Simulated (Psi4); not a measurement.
# NSF3 (thiazyl trifluoride) at wB97M-V/def2-SVPD

Aim: the energy change on altering one bond length of NSF3 (thiazyl trifluoride) at wB97M-V/def2-SVPD, from 2 runs. 

The calculation is run with Psi4 1.11.

3 further runs of the same task are left out: 1 that didn't finish, 2 set aside as unsound or not needed.

### Step 1. The molecule

NSF3 has 5 atoms, charge 0, and is taken as a singlet. SMILES: `N#S(F)(F)F`. The coordinates come from a PBE0-D4/def2-TZVP relaxation.

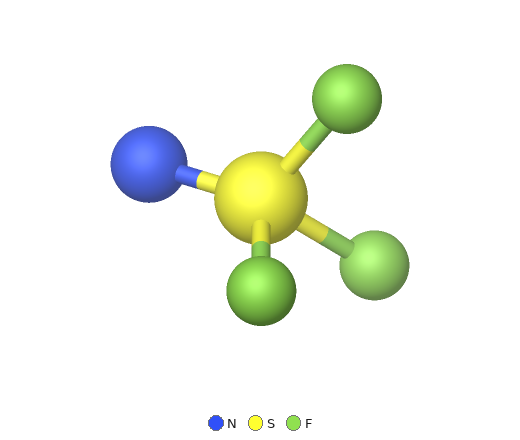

The structure, seen from a chosen angle (nitrogen blue, sulfur yellow, fluorine green).

### Step 2. The energy at wB97M-V/def2-SVPD

File job.json:

```json
{
 "schema_name": "qcschema_input",
 "schema_version": 1,
 "molecule": {
  "schema_name": "qcschema_molecule",
  "schema_version": 2,
  "symbols": ["N", "S", "F", "F", "F"],
  "geometry": [-0.66070494, -0.00784236, 3.00727236, -0.08945963, -0.00105825, 0.40721708, 1.93388902, -1.77501975, -0.77286019, -2.09498818, -0.60019591, -1.65490876, 0.91124483, 2.38409738, -0.9867205],
  "molecular_charge": 0,
  "molecular_multiplicity": 1,
  "fix_symmetry": "c1",
  "fix_com": true,
  "fix_orientation": true
 },
 "driver": "energy",
 "model": {
  "method": "wb97m-v",
  "basis": "def2-SVPD"
 },
 "keywords": {
  "puream": true,
  "e_convergence": 1e-09,
  "d_convergence": 1e-08,
  "scf_type": "pk",
  "dft_radial_points": 99,
  "dft_spherical_points": 590
 }
}
```

The run is started by

```console
psi4 --qcschema job.json -n 1 --memory 2200MB
```

stdout:

```text
[...]
  Running in c1 symmetry.
[...]
  Nuclear repulsion =  284.226728961951039
[...]
  Multiplicity = 1
[...]
  Nalpha       = 25
  Nbeta        = 25
[...]
    Number of basis functions: 116
[...]
   @RKS iter   1:  -751.50762900407483    6.57170e-01   7.59686e-03 DIIS/ADIIS
[...]
   @RKS iter  12:  -751.83875151852340   -1.13687e-12   7.43074e-09 DIIS
[...]
    Orbital Energies [Eh]
    ---------------------
    Doubly Occupied:
       1A    -89.512451     2A    -25.021301     3A    -25.021245
       4A    -25.021243     5A    -14.557721     6A     -8.425232
       7A     -6.340327     8A     -6.340327     9A     -6.338608
      10A     -1.506724    11A     -1.413737    12A     -1.413736
      13A     -1.110406    14A     -0.875554    15A     -0.773359
      16A     -0.773358    17A     -0.690089    18A     -0.667973
      19A     -0.667973    20A     -0.617615    21A     -0.617614
      22A     -0.602396    23A     -0.512864    24A     -0.448498
      25A     -0.448497
[...]
  @RKS Final Energy:  -751.83875151852340
   => Energetics <=
    Nuclear Repulsion Energy =            284.2267289619510393
    One-Electron Energy =               -1602.6503326381289298
    Two-Electron Energy =                 614.3336849373033601
    DFT Exchange-Correlation Energy =     -47.9532723145989905
    Empirical Dispersion Energy =           0.0000000000000000
    VV10 Nonlocal Energy =                  0.2044395349501525
    Total Energy =                       -751.8387515185233951
[...]
 Multipole Moments:
 ------------------------------------------------------------------------------------
     Multipole            Electronic (a.u.)      Nuclear  (a.u.)        Total (a.u.)
 ------------------------------------------------------------------------------------
 L = 1.  Multiply by 2.5417464519 to convert [e a0] to [Debye]
 Dipole X            :         -0.5269528            0.6950224            0.1680695
 Dipole Y            :         -0.0061121            0.0081070            0.0019949
 Dipole Z            :          2.3990508           -3.1640252           -0.7649744
 Magnitude           :                                                    0.7832223
[...]
```

The result, in JSON:

```text
{
 "driver": "energy",
 "model": {
  "method": "wb97m-v",
  "basis": "def2-SVPD"
 },
 "success": true,
 "return_result": -751.8387515185234,
 "properties": {
  "calcinfo_nbasis": 116,
  "calcinfo_nmo": 116,
  "calcinfo_nalpha": 25,
  "calcinfo_nbeta": 25,
  "calcinfo_natom": 5,
  "nuclear_repulsion_energy": 284.22672896195104,
  "return_energy": -751.8387515185234,
  "scf_one_electron_energy": -1602.650332638129,
  "scf_two_electron_energy": 614.3336849373034,
  "scf_vv10_energy": 0.2044395349501525,
  "scf_xc_energy": -47.95327231459899,
  "scf_dipole_moment": [0.1680695257303748, 0.001994881110901403, -0.7649744202828801],
  "scf_total_energy": -751.8387515185234,
  "scf_iterations": 12
 }
}
```

Wall time 1.7 min (1 thread of Intel Xeon Platinum 8375C at 2.90GHz (Ice Lake), shared host); peak memory 0.93 GiB.

### Step 3. The distorted shape, same level

File f3ns.xyz:

```xyz
5
F3NS
N     -0.985088    -1.518749     2.476545
S     -0.682798    -1.515159     1.100655
F      0.387912    -2.453899     0.476185
F     -1.744078    -1.832209     0.009425
F      0.482210     1.261610    -0.522150
```

File f3ns.py:

```python
import psi4

psi4.set_memory('2200 MB')
psi4.set_num_threads(1)
psi4.set_output_file('psi4.out', False)

with open('f3ns.xyz') as f:
    atoms = ''.join(f.readlines()[2:])
mol = psi4.geometry('0 1\n' + atoms + 'symmetry c1\nno_reorient\nno_com')

psi4.set_options({
    'basis': 'def2-SVPD',
    'reference': 'rks',
    'puream': True,
    'e_convergence': 1e-09,
    'd_convergence': 1e-08,
    'scf_type': 'pk',
    'dft_radial_points': 99,
    'dft_spherical_points': 590,
})

E, wfn = psi4.energy("wb97m-v", return_wfn=True)
print('E =', round(E, 9))
for k, v in sorted(psi4.core.scalar_variables().items()):
    print(f'{k:45s} {v:18.10f}')
```

The run is started by

```console
python f3ns.py
```

psi4.out:

```text
[...]
  Running in c1 symmetry.
[...]
  Nuclear repulsion =  236.845827014018766
[...]
  Multiplicity = 1
[...]
  Nalpha       = 25
  Nbeta        = 25
[...]
    Number of basis functions: 116
[...]
   @RKS iter   1:  -751.17056711303007    3.03248e-01   8.26882e-03 DIIS/ADIIS
[...]
   @RKS iter  20:  -751.64736466101499   -3.78577e-11   4.67650e-09 DIIS
[...]
    Orbital Energies [Eh]
    ---------------------
    Doubly Occupied:
       1A    -89.525456     2A    -25.082266     3A    -25.082264
       4A    -24.836873     5A    -14.670756     6A     -8.450379
       7A     -6.365443     8A     -6.365193     9A     -6.361392
      10A     -1.531866    11A     -1.466504    12A     -1.200056
      13A     -1.144867    14A     -0.912500    15A     -0.809328
      16A     -0.766509    17A     -0.732264    18A     -0.689553
      19A     -0.666132    20A     -0.623474    21A     -0.570311
      22A     -0.534833    23A     -0.425908    24A     -0.425875
      25A     -0.393082
[...]
  @RKS Final Energy:  -751.64736466101499
   => Energetics <=
    Nuclear Repulsion Energy =            236.8458270140187665
    One-Electron Energy =               -1507.7826416075608904
    Two-Electron Energy =                 566.8582701511886626
    DFT Exchange-Correlation Energy =     -47.7769639462773554
    Empirical Dispersion Energy =           0.0000000000000000
    VV10 Nonlocal Energy =                  0.2081437276157645
    Total Energy =                       -751.6473646610149899
[...]
 Multipole Moments:
 ------------------------------------------------------------------------------------
     Multipole            Electronic (a.u.)      Nuclear  (a.u.)        Total (a.u.)
 ------------------------------------------------------------------------------------
 L = 1.  Multiply by 2.5417464519 to convert [e a0] to [Debye]
 Dipole X            :         47.6684625          -48.5394826           -0.8710200
 Dipole Y            :        115.0066593         -117.3411624           -2.3345031
 Dipole Z            :        -64.5483706           65.4174713            0.8691007
 Magnitude           :                                                    2.6389234
[...]
```

On the terminal:

```text
E = -751.647364661
CURRENT ENERGY                                   -751.6473646610
CURRENT REFERENCE ENERGY                         -751.6473646610
DD SOLVATION ENERGY                                 0.0000000000
DFT FUNCTIONAL TOTAL ENERGY                      -751.6473646610
DFT TOTAL ENERGY                                 -751.6473646610
DFT VV10 ENERGY                                     0.2081437276
DFT XC ENERGY                                     -47.7769639463
GRID ELECTRONS ALPHA                               24.9999989814
GRID ELECTRONS BETA                                24.9999989814
GRID ELECTRONS TOTAL                               49.9999979628
NUCLEAR REPULSION ENERGY                          236.8458270140
ONE-ELECTRON ENERGY                             -1507.7826416076
PCM POLARIZATION ENERGY                             0.0000000000
PE ENERGY                                           0.0000000000
SCF ITERATION ENERGY                             -751.6473646610
SCF ITERATIONS                                     20.0000000000
SCF TOTAL ENERGY                                 -751.6473646610
TWO-ELECTRON ENERGY                               566.8582701512
XC GRID RADIAL POINTS                              99.0000000000
XC GRID SPHERICAL POINTS                          590.0000000000
XC GRID TOTAL POINTS                           284859.0000000000
```

Wall time 2.6 min (1 thread of Intel Xeon Platinum 8375C at 2.90GHz (Ice Lake), shared host); peak memory 0.91 GiB.

### Step 4. What came out

Level: wB97M-V/def2-SVPD.

| quantity | value |
| --- | --- |
| first shape: total energy | -751.83875 Eh |
| first shape: dipole moment | 1.99 D |
| first shape: HOMO energy | -12.20 eV |
| first shape: LUMO energy | 0.24 eV |
| first shape: HOMO–LUMO gap | 12.44 eV |
| distorted shape: total energy | -751.64736 Eh |
| distorted shape: dipole moment | 6.71 D |
| distorted shape: HOMO energy | -10.70 eV |
| distorted shape: LUMO energy | -5.93 eV |
| distorted shape: HOMO–LUMO gap | 4.77 eV |
| energy change with the S2–F5 bond stretched from 1.555 to 3.421 Å | 5.208 eV |

With the S2–F5 bond stretched from 1.555 to 3.421 Å the energy rises by 5.21 eV (502 kJ/mol). The first shape isn't relaxed at this level, so the change isn't measured from a minimum. A restricted reference can't describe the breaking bond well at this length.
